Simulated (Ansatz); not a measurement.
**BNH3 (doublet): PBE, r2SCAN over a scan of the distance B1–N2, cc-pVDZ, part 1 of 2**

Aim: run BNH3 (doublet) with these functionals over a scan of the distance B1–N2, and hold them against the top wave-function level at the same points.

Computed with Ansatz 0.2.0, Gaussian basis. Level: cc-pVDZ, all electrons in the functionals.

To be run: PBE, r2SCAN, at 1.118 Å; 1.253 Å; 1.374 Å; 1.532 Å; 1.696 Å; 1.926 Å; 2.244 Å; 2.523 Å; 3.021 Å; 3.709 Å; 4.746 Å.

23 further runs of the same task are left out: 2 for a mislabelled method, 11 that didn't finish, 10 set aside as unsound or not needed.

## Step 1: The system

The geometry derives from a PBE0/def2-TZVP stationary point (not a proven minimum). One bond is set to the value named and the two fragments are kept rigid.

5 atoms, charge 0, spin multiplicity 2.

Atoms are counted from 1 here; the program's logs count them from 0.

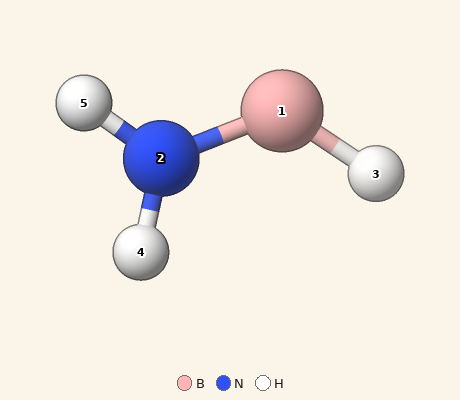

The structure; boron pink, nitrogen blue, hydrogen white; atoms are numbered from 1 in the order of the file.

No dispersion term is added.

The geometry shown and the zero of energy belong to the point 1.374 Å. The yardstick, UCCSDT(Q), and other wave-function levels (R restricted, U unrestricted, valence and pair active spaces) come from earlier runs.

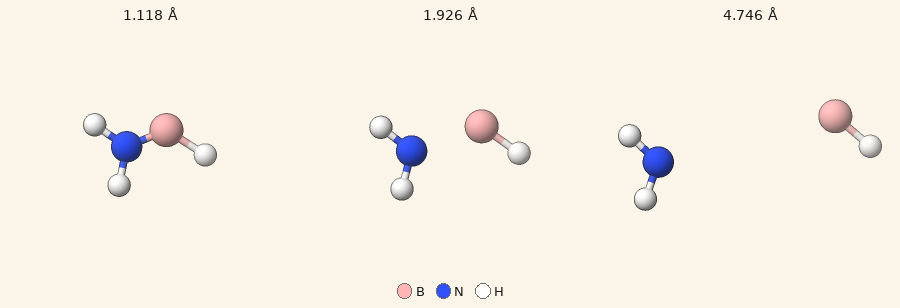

Three points of the scan; sticks are drawn by distance.

## Step 2: PBE, 1.118 Å

Input file in.yaml:

```yaml
crystal:
  periodic: [false, false, false]
  atoms:
    - {symbol: B, position_ang: [0.000000, -0.153277, 0.641644]}
    - {symbol: N, position_ang: [0.000000, 0.047857, -0.458115]}
    - {symbol: H, position_ang: [0.000000, 0.684345, 1.494363]}
    - {symbol: H, position_ang: [0.000000, 0.976176, -0.858327]}
    - {symbol: H, position_ang: [0.000000, -0.681533, -1.152073]}
basis:
  gaussian: {orbitals: cc-pVDZ}
magnetization: {spin_polarized: true, initial_magnetization: 1}
hamiltonian: {xc: {name: PBE}}
output: {orbitals: {seedname: orbitals}}
```

Command:

```console
> ansatz run in.yaml --threads 1 --pin off --events-out ev --progress --plain --max-ram 2393MiB
```

Output:

```text
Functional definition: PBE
  name "PBE"
  cite "Perdew, Burke & Ernzerhof, Phys. Rev. Lett. 77, 3865 (1996) doi:10.1103/PhysRevLett.77.3865"
  parent pbe
  parameter kappa = 0.804
  parameter beta = 0.06672455060314922
  exchange = pbe_x(kappa = kappa, mu = beta*pi^2/3)
  correlation = pbe_c(beta = beta)
526 factors; their error is unknown
mean field evaluation 1: about -2199.5972 eV, gradient 4.5e1 eV
mean field evaluation 2: about -2184.2421 eV, gradient 7.1e1 eV
mean field evaluation 4: about -2208.1503 eV, gradient 4.1e0 eV
mean field evaluation 8: about -2208.2259 eV, gradient 1.9e-2 eV
mean field -2208.22587981 eV, -81.1508042936 hartree, gradient 2.7e-5 eV, S^2 0.752438; 0 other end points of the search recorded, 0 dependent functions left out
reference -2208.22590755 eV, -81.1508053132 hartree; 8, 7 occupied and 35, 36 virtual orbitals, 526 factors
Total energy: -2208.22590755 eV, -81.1508053132 hartree
```

Wall time 0.9 s (1 thread of Intel Xeon Platinum 8259CL at 2.50GHz, shared host).

From the report: ⟨S²⟩ of the determinant 0.752 (pure doublet: 0.75).

## Step 3: PBE, 1.253 Å

Input file in.yaml:

```yaml
crystal:
  periodic: [false, false, false]
  atoms:
    - {symbol: B, position_ang: [0.000000, -0.167255, 0.718068]}
    - {symbol: N, position_ang: [0.000000, 0.058167, -0.514488]}
    - {symbol: H, position_ang: [0.000000, 0.670367, 1.570787]}
    - {symbol: H, position_ang: [0.000000, 0.986486, -0.914700]}
    - {symbol: H, position_ang: [0.000000, -0.671223, -1.208446]}
basis:
  gaussian: {orbitals: cc-pVDZ}
magnetization: {spin_polarized: true, initial_magnetization: 1}
hamiltonian: {xc: {name: PBE}}
output: {orbitals: {seedname: orbitals}}
```

Launched as before.

Output:

```text
Functional definition: PBE
  name "PBE"
  cite "Perdew, Burke & Ernzerhof, Phys. Rev. Lett. 77, 3865 (1996) doi:10.1103/PhysRevLett.77.3865"
  parent pbe
  parameter kappa = 0.804
  parameter beta = 0.06672455060314922
  exchange = pbe_x(kappa = kappa, mu = beta*pi^2/3)
  correlation = pbe_c(beta = beta)
526 factors; their error is unknown
mean field evaluation 1: about -2203.4981 eV, gradient 4.1e1 eV
mean field evaluation 2: about -2188.3601 eV, gradient 6.7e1 eV
mean field evaluation 4: about -2210.3481 eV, gradient 3.3e0 eV
mean field evaluation 8: about -2210.3947 eV, gradient 1.9e-2 eV
mean field -2210.39470898 eV, -81.2305072955 hartree, gradient 5.7e-5 eV, S^2 0.752765; 0 other end points of the search recorded, 0 dependent functions left out
reference -2210.39473705 eV, -81.2305083270 hartree; 8, 7 occupied and 35, 36 virtual orbitals, 526 factors
Total energy: -2210.39473705 eV, -81.2305083270 hartree
```

It took 0.87 s on 1 thread of Intel Xeon Platinum 8259CL at 2.50GHz, shared host.

From the report: ⟨S²⟩ of the determinant 0.753 (pure doublet: 0.75).

## Step 4: PBE, 1.374 Å

Input file in.yaml:

```yaml
crystal:
  periodic: [false, false, false]
  atoms:
    - {symbol: B, position_ang: [0.000000, -0.179775, 0.786527]}
    - {symbol: N, position_ang: [0.000000, 0.067403, -0.564987]}
    - {symbol: H, position_ang: [0.000000, 0.657847, 1.639246]}
    - {symbol: H, position_ang: [0.000000, 0.995722, -0.965199]}
    - {symbol: H, position_ang: [0.000000, -0.661987, -1.258945]}
basis:
  gaussian: {orbitals: cc-pVDZ}
magnetization: {spin_polarized: true, initial_magnetization: 1}
hamiltonian: {xc: {name: PBE}}
output: {orbitals: {seedname: orbitals}}
```

Launched as before.

Output:

```text
Functional definition: PBE
  name "PBE"
  cite "Perdew, Burke & Ernzerhof, Phys. Rev. Lett. 77, 3865 (1996) doi:10.1103/PhysRevLett.77.3865"
  parent pbe
  parameter kappa = 0.804
  parameter beta = 0.06672455060314922
  exchange = pbe_x(kappa = kappa, mu = beta*pi^2/3)
  correlation = pbe_c(beta = beta)
526 factors; their error is unknown
mean field evaluation 1: about -2204.7606 eV, gradient 3.8e1 eV
mean field evaluation 2: about -2186.3926 eV, gradient 6.9e1 eV
mean field evaluation 4: about -2210.8393 eV, gradient 3.2e0 eV
mean field evaluation 8: about -2210.8812 eV, gradient 2.0e-2 eV
mean field -2210.88119491 eV, -81.2483853238 hartree, gradient 7.3e-5 eV, S^2 0.753348; 0 other end points of the search recorded, 0 dependent functions left out
reference -2210.88122343 eV, -81.2483863718 hartree; 8, 7 occupied and 35, 36 virtual orbitals, 526 factors
Total energy: -2210.88122343 eV, -81.2483863718 hartree
```

It took 0.78 s on 1 thread of Intel Xeon Platinum 8259CL at 2.50GHz, shared host.

From the report: ⟨S²⟩ of the determinant 0.753 (pure doublet: 0.75).

## Step 5: PBE, 1.532 Å

Input file in.yaml:

```yaml
crystal:
  periodic: [false, false, false]
  atoms:
    - {symbol: B, position_ang: [0.000000, -0.196141, 0.876010]}
    - {symbol: N, position_ang: [0.000000, 0.079475, -0.630993]}
    - {symbol: H, position_ang: [0.000000, 0.641481, 1.728729]}
    - {symbol: H, position_ang: [0.000000, 1.007794, -1.031205]}
    - {symbol: H, position_ang: [0.000000, -0.649915, -1.324951]}
basis:
  gaussian: {orbitals: cc-pVDZ}
magnetization: {spin_polarized: true, initial_magnetization: 1}
hamiltonian: {xc: {name: PBE}}
output: {orbitals: {seedname: orbitals}}
```

The command is unchanged.

Output:

```text
Functional definition: PBE
  name "PBE"
  cite "Perdew, Burke & Ernzerhof, Phys. Rev. Lett. 77, 3865 (1996) doi:10.1103/PhysRevLett.77.3865"
  parent pbe
  parameter kappa = 0.804
  parameter beta = 0.06672455060314922
  exchange = pbe_x(kappa = kappa, mu = beta*pi^2/3)
  correlation = pbe_c(beta = beta)
526 factors; their error is unknown
mean field evaluation 1: about -2204.6336 eV, gradient 3.8e1 eV
mean field evaluation 2: about -2176.6333 eV, gradient 7.7e1 eV
mean field evaluation 4: about -2210.4716 eV, gradient 3.5e0 eV
mean field evaluation 8: about -2210.5278 eV, gradient 2.4e-2 eV
mean field evaluation 16: about -2210.5278 eV, gradient 2.0e-5 eV
mean field -2210.52784249 eV, -81.2353998619 hartree, gradient 2.0e-5 eV, S^2 0.754633; 0 other end points of the search recorded, 0 dependent functions left out
reference -2210.52787124 eV, -81.2354009185 hartree; 8, 7 occupied and 35, 36 virtual orbitals, 526 factors
Total energy: -2210.52787124 eV, -81.2354009185 hartree
```

Wall time 0.87 s (1 thread of Intel Xeon Platinum 8259CL at 2.50GHz, shared host).

From the report: ⟨S²⟩ of the determinant 0.755 (pure doublet: 0.75).

From 1.374 Å: +0.353 eV.

## Step 6: PBE, 1.696 Å

Input file in.yaml:

```yaml
crystal:
  periodic: [false, false, false]
  atoms:
    - {symbol: B, position_ang: [0.000000, -0.213120, 0.968851]}
    - {symbol: N, position_ang: [0.000000, 0.092000, -0.699477]}
    - {symbol: H, position_ang: [0.000000, 0.624502, 1.821570]}
    - {symbol: H, position_ang: [0.000000, 1.020319, -1.099689]}
    - {symbol: H, position_ang: [0.000000, -0.637390, -1.393435]}
basis:
  gaussian: {orbitals: cc-pVDZ}
magnetization: {spin_polarized: true, initial_magnetization: 1}
hamiltonian: {xc: {name: PBE}}
output: {orbitals: {seedname: orbitals}}
```

Launched as before.

Output:

```text
Functional definition: PBE
  name "PBE"
  cite "Perdew, Burke & Ernzerhof, Phys. Rev. Lett. 77, 3865 (1996) doi:10.1103/PhysRevLett.77.3865"
  parent pbe
  parameter kappa = 0.804
  parameter beta = 0.06672455060314922
  exchange = pbe_x(kappa = kappa, mu = beta*pi^2/3)
  correlation = pbe_c(beta = beta)
526 factors; their error is unknown
mean field evaluation 1: about -2203.3213 eV, gradient 3.9e1 eV
mean field evaluation 2: about -2159.9031 eV, gradient 8.5e1 eV
mean field evaluation 4: about -2209.5780 eV, gradient 4.1e0 eV
mean field evaluation 8: about -2209.6656 eV, gradient 2.9e-2 eV
mean field evaluation 16: about -2209.6656 eV, gradient 3.4e-5 eV
mean field -2209.66561597 eV, -81.2037136216 hartree, gradient 3.4e-5 eV, S^2 0.757102; 0 other end points of the search recorded, 0 dependent functions left out
reference -2209.66564438 eV, -81.2037146659 hartree; 8, 7 occupied and 35, 36 virtual orbitals, 526 factors
Total energy: -2209.66564438 eV, -81.2037146659 hartree
```

Run time: 0.81 s. Hardware: 1 thread of Intel Xeon Platinum 8259CL at 2.50GHz, shared host.

From the report: ⟨S²⟩ of the determinant 0.757 (pure doublet: 0.75).

From 1.374 Å: +1.216 eV.

## Step 7: PBE, 1.926 Å

Input file in.yaml:

```yaml
crystal:
  periodic: [false, false, false]
  atoms:
    - {symbol: B, position_ang: [0.000000, -0.236933, 1.099055]}
    - {symbol: N, position_ang: [0.000000, 0.109565, -0.795521]}
    - {symbol: H, position_ang: [0.000000, 0.600689, 1.951774]}
    - {symbol: H, position_ang: [0.000000, 1.037884, -1.195733]}
    - {symbol: H, position_ang: [0.000000, -0.619825, -1.489479]}
basis:
  gaussian: {orbitals: cc-pVDZ}
magnetization: {spin_polarized: true, initial_magnetization: 1}
hamiltonian: {xc: {name: PBE}}
output: {orbitals: {seedname: orbitals}}
```

Launched as before.

Output:

```text
Functional definition: PBE
  name "PBE"
  cite "Perdew, Burke & Ernzerhof, Phys. Rev. Lett. 77, 3865 (1996) doi:10.1103/PhysRevLett.77.3865"
  parent pbe
  parameter kappa = 0.804
  parameter beta = 0.06672455060314922
  exchange = pbe_x(kappa = kappa, mu = beta*pi^2/3)
  correlation = pbe_c(beta = beta)
526 factors; their error is unknown
mean field evaluation 1: about -2200.4254 eV, gradient 4.2e1 eV
mean field evaluation 2: about -2129.5024 eV, gradient 9.7e1 eV
mean field evaluation 4: about -2207.8226 eV, gradient 7.8e0 eV
mean field evaluation 8: about -2208.2980 eV, gradient 1.6e-1 eV
mean field evaluation 16: about -2208.2742 eV, gradient 4.6e-4 eV
mean field -2208.27417393 eV, -81.1525790700 hartree, gradient 2.0e-5 eV, S^2 0.766178; 0 other end points of the search recorded, 0 dependent functions left out
reference -2208.27420181 eV, -81.1525800946 hartree; 8, 7 occupied and 35, 36 virtual orbitals, 526 factors
Total energy: -2208.27420181 eV, -81.1525800946 hartree
```

Wall time 0.99 s (1 thread of Intel Xeon Platinum 8259CL at 2.50GHz, shared host).

From the report: ⟨S²⟩ of the determinant 0.766 (pure doublet: 0.75).

From 1.374 Å: +2.607 eV.

## Step 8: PBE, 2.244 Å

Input file in.yaml:

```yaml
crystal:
  periodic: [false, false, false]
  atoms:
    - {symbol: B, position_ang: [0.000000, -0.269857, 1.279075]}
    - {symbol: N, position_ang: [0.000000, 0.133851, -0.928311]}
    - {symbol: H, position_ang: [0.000000, 0.567765, 2.131794]}
    - {symbol: H, position_ang: [0.000000, 1.062170, -1.328523]}
    - {symbol: H, position_ang: [0.000000, -0.595539, -1.622269]}
basis:
  gaussian: {orbitals: cc-pVDZ}
magnetization: {spin_polarized: true, initial_magnetization: 1}
hamiltonian: {xc: {name: PBE}}
output: {orbitals: {seedname: orbitals}}
```

The command is unchanged.

Output:

```text
Functional definition: PBE
  name "PBE"
  cite "Perdew, Burke & Ernzerhof, Phys. Rev. Lett. 77, 3865 (1996) doi:10.1103/PhysRevLett.77.3865"
  parent pbe
  parameter kappa = 0.804
  parameter beta = 0.06672455060314922
  exchange = pbe_x(kappa = kappa, mu = beta*pi^2/3)
  correlation = pbe_c(beta = beta)
526 factors; their error is unknown
mean field evaluation 1: about -2195.7964 eV, gradient 4.7e1 eV
mean field evaluation 2: about -2046.8495 eV, gradient 1.1e2 eV
mean field evaluation 4: about -2198.0060 eV, gradient 3.7e1 eV
mean field evaluation 8: about -2206.5890 eV, gradient 1.7e0 eV
mean field evaluation 16: about -2206.5865 eV, gradient 1.5e-3 eV
mean field evaluation 32: about -2204.7324 eV, gradient 9.6e0 eV
mean field -2206.58649562 eV, -81.0905580358 hartree, gradient 4.8e-5 eV, S^2 0.843027; 3 other end points of the search recorded, 0 dependent functions left out
reference -2206.58652411 eV, -81.0905590829 hartree; 8, 7 occupied and 35, 36 virtual orbitals, 526 factors
Total energy: -2206.58652411 eV, -81.0905590829 hartree
```

Run time: 1.5 s. Hardware: 1 thread of Intel Xeon Platinum 8259CL at 2.50GHz, shared host.

From the report: ⟨S²⟩ of the determinant 0.843 (pure doublet: 0.75).

From 1.374 Å: +4.295 eV.

## Step 9: PBE, 2.523 Å

Input file in.yaml:

```yaml
crystal:
  periodic: [false, false, false]
  atoms:
    - {symbol: B, position_ang: [0.000000, -0.298743, 1.437018]}
    - {symbol: N, position_ang: [0.000000, 0.155159, -1.044817]}
    - {symbol: H, position_ang: [0.000000, 0.538879, 2.289737]}
    - {symbol: H, position_ang: [0.000000, 1.083478, -1.445029]}
    - {symbol: H, position_ang: [0.000000, -0.574231, -1.738775]}
basis:
  gaussian: {orbitals: cc-pVDZ}
magnetization: {spin_polarized: true, initial_magnetization: 1}
hamiltonian: {xc: {name: PBE}}
output: {orbitals: {seedname: orbitals}}
```

Same command.

Output, shortened:

```text
Functional definition: PBE
  name "PBE"
  cite "Perdew, Burke & Ernzerhof, Phys. Rev. Lett. 77, 3865 (1996) doi:10.1103/PhysRevLett.77.3865"
  parent pbe
[...]
526 factors; their error is unknown
[...]
mean field -2205.52071400 eV, -81.0513912837 hartree, gradient 1.6e-5 eV, S^2 1.079107; 13 other end points of the search recorded, 0 dependent functions left out
reference -2205.52074343 eV, -81.0513923654 hartree; 8, 7 occupied and 35, 36 virtual orbitals, 526 factors
Total energy: -2205.52074343 eV, -81.0513923654 hartree
```

Run time: 7 s. Hardware: 1 thread of Intel Xeon Platinum 8259CL at 2.50GHz, shared host.

From the report: ⟨S²⟩ of the determinant 1.079 (pure doublet: 0.75).

From 1.374 Å: +5.360 eV.

## Step 10: PBE, 3.021 Å

Input file in.yaml:

```yaml
crystal:
  periodic: [false, false, false]
  atoms:
    - {symbol: B, position_ang: [0.000000, -0.350303, 1.718937]}
    - {symbol: N, position_ang: [0.000000, 0.193192, -1.252772]}
    - {symbol: H, position_ang: [0.000000, 0.487319, 2.571656]}
    - {symbol: H, position_ang: [0.000000, 1.121511, -1.652984]}
    - {symbol: H, position_ang: [0.000000, -0.536198, -1.946730]}
basis:
  gaussian: {orbitals: cc-pVDZ}
magnetization: {spin_polarized: true, initial_magnetization: 1}
hamiltonian: {xc: {name: PBE}}
output: {orbitals: {seedname: orbitals}}
```

The command is unchanged.

Output:

```text
Functional definition: PBE
  name "PBE"
  cite "Perdew, Burke & Ernzerhof, Phys. Rev. Lett. 77, 3865 (1996) doi:10.1103/PhysRevLett.77.3865"
  parent pbe
  parameter kappa = 0.804
  parameter beta = 0.06672455060314922
  exchange = pbe_x(kappa = kappa, mu = beta*pi^2/3)
  correlation = pbe_c(beta = beta)
526 factors; their error is unknown
mean field evaluation 1: about -2189.0544 eV, gradient 5.1e1 eV
mean field evaluation 2: about -1959.4615 eV, gradient 1.3e2 eV
mean field evaluation 4: about -2109.4604 eV, gradient 7.4e1 eV
mean field evaluation 8: about -2200.3526 eV, gradient 2.2e1 eV
mean field evaluation 16: about -2204.5330 eV, gradient 9.7e-4 eV
mean field evaluation 32: about -2204.4085 eV, gradient 2.7e0 eV
mean field evaluation 64: about -2204.3964 eV, gradient 3.7e0 eV
mean field evaluation 96: about -2196.3622 eV, gradient 2.3e1 eV
mean field -2205.00283346 eV, -81.0323595250 hartree, gradient 6.2e-6 eV, S^2 1.076779; 17 other end points of the search recorded, 0 dependent functions left out
reference -2205.00286878 eV, -81.0323608232 hartree; 8, 7 occupied and 35, 36 virtual orbitals, 526 factors
Total energy: -2205.00286878 eV, -81.0323608232 hartree
```

It took 5 s on 1 thread of Intel Xeon Platinum 8259CL at 2.50GHz, shared host.

From the report: ⟨S²⟩ of the determinant 1.077 (pure doublet: 0.75).

From 1.374 Å: +5.878 eV.

## Step 11: PBE, 3.709 Å

Input file in.yaml:

```yaml
crystal:
  periodic: [false, false, false]
  atoms:
    - {symbol: B, position_ang: [0.000000, -0.421535, 2.108415]}
    - {symbol: N, position_ang: [0.000000, 0.245735, -1.540068]}
    - {symbol: H, position_ang: [0.000000, 0.416087, 2.961134]}
    - {symbol: H, position_ang: [0.000000, 1.174054, -1.940280]}
    - {symbol: H, position_ang: [0.000000, -0.483655, -2.234026]}
basis:
  gaussian: {orbitals: cc-pVDZ}
magnetization: {spin_polarized: true, initial_magnetization: 1}
hamiltonian: {xc: {name: PBE}}
output: {orbitals: {seedname: orbitals}}
```

Same command.

Output, shortened:

```text
Functional definition: PBE
  name "PBE"
  cite "Perdew, Burke & Ernzerhof, Phys. Rev. Lett. 77, 3865 (1996) doi:10.1103/PhysRevLett.77.3865"
  parent pbe
[...]
526 factors; their error is unknown
[...]
mean field -2204.93994513 eV, -81.0300484215 hartree, gradient 1.6e-6 eV, S^2 1.000002; 15 other end points of the search recorded, 0 dependent functions left out
reference -2204.93998228 eV, -81.0300497867 hartree; 8, 7 occupied and 35, 36 virtual orbitals, 526 factors
Total energy: -2204.93998228 eV, -81.0300497867 hartree
```

Wall time 6 s (1 thread of Intel Xeon Platinum 8259CL at 2.50GHz, shared host).

From the report: ⟨S²⟩ of the determinant 1.000 (pure doublet: 0.75).

From 1.374 Å: +5.941 eV.

## Step 12: PBE, 4.746 Å

Input file in.yaml:

```yaml
crystal:
  periodic: [false, false, false]
  atoms:
    - {symbol: B, position_ang: [0.000000, -0.528900, 2.695464]}
    - {symbol: N, position_ang: [0.000000, 0.324932, -1.973100]}
    - {symbol: H, position_ang: [0.000000, 0.308722, 3.548183]}
    - {symbol: H, position_ang: [0.000000, 1.253251, -2.373312]}
    - {symbol: H, position_ang: [0.000000, -0.404458, -2.667058]}
basis:
  gaussian: {orbitals: cc-pVDZ}
magnetization: {spin_polarized: true, initial_magnetization: 1}
hamiltonian: {xc: {name: PBE}}
output: {orbitals: {seedname: orbitals}}
```

Launched as before.

Output:

```text
Functional definition: PBE
  name "PBE"
  cite "Perdew, Burke & Ernzerhof, Phys. Rev. Lett. 77, 3865 (1996) doi:10.1103/PhysRevLett.77.3865"
  parent pbe
  parameter kappa = 0.804
  parameter beta = 0.06672455060314922
  exchange = pbe_x(kappa = kappa, mu = beta*pi^2/3)
  correlation = pbe_c(beta = beta)
526 factors; their error is unknown
mean field evaluation 1: about -2185.8476 eV, gradient 5.2e1 eV
mean field evaluation 2: about -1876.7460 eV, gradient 1.2e2 eV
mean field evaluation 4: about -2006.7447 eV, gradient 8.9e1 eV
mean field evaluation 8: about -2194.4618 eV, gradient 1.8e1 eV
mean field evaluation 16: about -2204.0114 eV, gradient 2.2e-1 eV
mean field evaluation 32: about -2198.2114 eV, gradient 2.7e1 eV
mean field evaluation 64: about -2204.0015 eV, gradient 2.1e-1 eV
mean field evaluation 96: about -2200.0517 eV, gradient 1.2e1 eV
mean field -2204.89697837 eV, -81.0284694224 hartree, gradient 5.9e-6 eV, S^2 0.969569; 14 other end points of the search recorded, 0 dependent functions left out
reference -2204.89701746 eV, -81.0284708589 hartree; 8, 7 occupied and 35, 36 virtual orbitals, 526 factors
Total energy: -2204.89701746 eV, -81.0284708589 hartree
```

It took 6 s on 1 thread of Intel Xeon Platinum 8259CL at 2.50GHz, shared host.

From the report: ⟨S²⟩ of the determinant 0.970 (pure doublet: 0.75).

From 1.374 Å: +5.984 eV.

## Step 13: r2SCAN, 1.118 Å

Input file in.yaml:

```yaml
crystal:
  periodic: [false, false, false]
  atoms:
    - {symbol: B, position_ang: [0.000000, -0.153277, 0.641644]}
    - {symbol: N, position_ang: [0.000000, 0.047857, -0.458115]}
    - {symbol: H, position_ang: [0.000000, 0.684345, 1.494363]}
    - {symbol: H, position_ang: [0.000000, 0.976176, -0.858327]}
    - {symbol: H, position_ang: [0.000000, -0.681533, -1.152073]}
basis:
  gaussian: {orbitals: cc-pVDZ}
magnetization: {spin_polarized: true, initial_magnetization: 1}
hamiltonian: {xc: {name: r2SCAN}}
output: {forces: true}
```

Same command.

Output, shortened:

```text
Functional definition: r2SCAN
  name "r2SCAN"
  cite "Furness, Kaplan, Ning, Perdew & Sun, J. Phys. Chem. Lett. 11, 8208 (2020) doi:10.1021/acs.jpclett.0c02405"
  cite "Furness, Kaplan, Ning, Perdew & Sun, J. Phys. Chem. Lett. 11, 9248 (2020) doi:10.1021/acs.jpclett.0c03077"
  parent r2scan
[...]
526 factors; their error is unknown
[...]
mean field -2210.12209842 eV, -81.2204890426 hartree, gradient 5.0e-5 eV, S^2 0.753654; 0 other end points of the search recorded, 0 dependent functions left out
[...]
reference -2210.12210758 eV, -81.2204893790 hartree; 8, 7 occupied and 35, 36 virtual orbitals, 526 factors
Total energy: -2210.12210758 eV, -81.2204893790 hartree
Atom 0 at     0.000000    -0.153277     0.641644 Å, force    -0.000000    -4.333658    24.974287 eV/Å
Atom 1 at     0.000000     0.047857    -0.458115 Å, force     0.000000     3.832144   -23.787460 eV/Å
Atom 2 at     0.000000     0.684345     1.494363 Å, force     0.000000     0.063022     0.471702 eV/Å
Atom 3 at     0.000000     0.976176    -0.858327 Å, force    -0.000000     0.597039    -0.759252 eV/Å
Atom 4 at     0.000000    -0.681533    -1.152073 Å, force     0.000000    -0.158547    -0.899278 eV/Å
Dipole moment:     0.000000     0.164606    -0.597186 e Å
```

It took 1.9 s on 1 thread of Intel Xeon Platinum 8259CL at 2.50GHz, shared host.

From the report: ⟨S²⟩ of the determinant 0.754 (pure doublet: 0.75).

(Continued in part 2 of 2.)
